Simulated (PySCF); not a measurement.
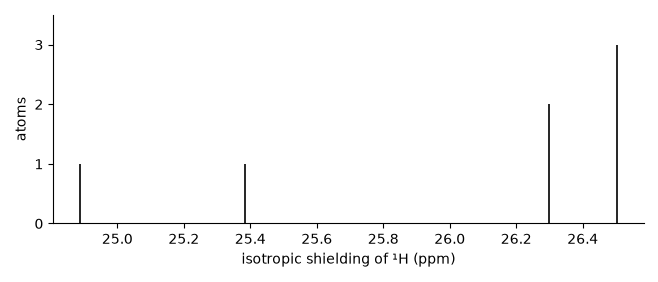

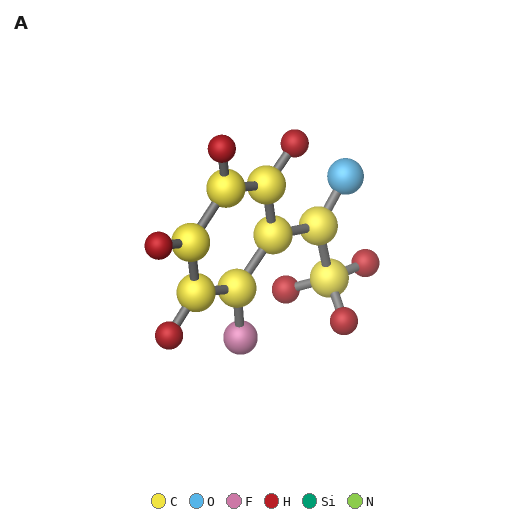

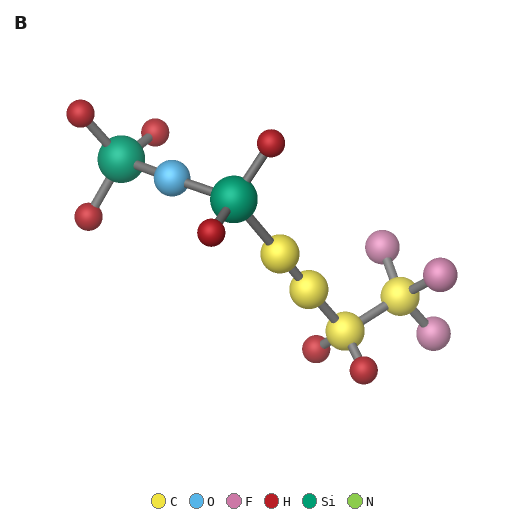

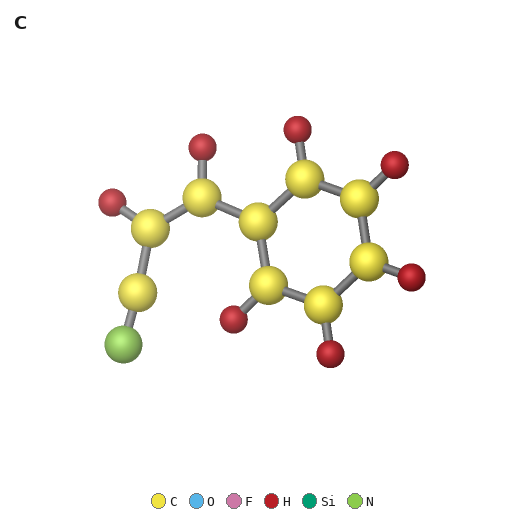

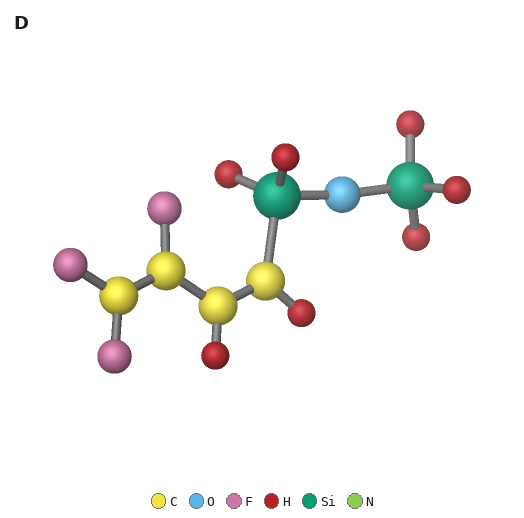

The sticks are computed shieldings of one of the molecules, for one fixed geometry (GFN2-xTB) without averaging over rotations. Low shielding means a high chemical shift. Method: GIAO PBE0/pcSseg-1 NMR shielding, non-relativistic, gas phase (PySCF 2.14.0).

**Which molecule gives this pattern?**

D, `FC(F)=C(F)/C=C\[SiH2]O[SiH3]`. Its 7 H atoms give lines at 24.89, 25.38, 26.30 (2 atoms), 26.50 (3 atoms) ppm.

The geometry is semi-empirical. Around Si such bond lengths and angles can be off by a tenth of an ångström or more and by several degrees, and values that hang on the shape move with them.
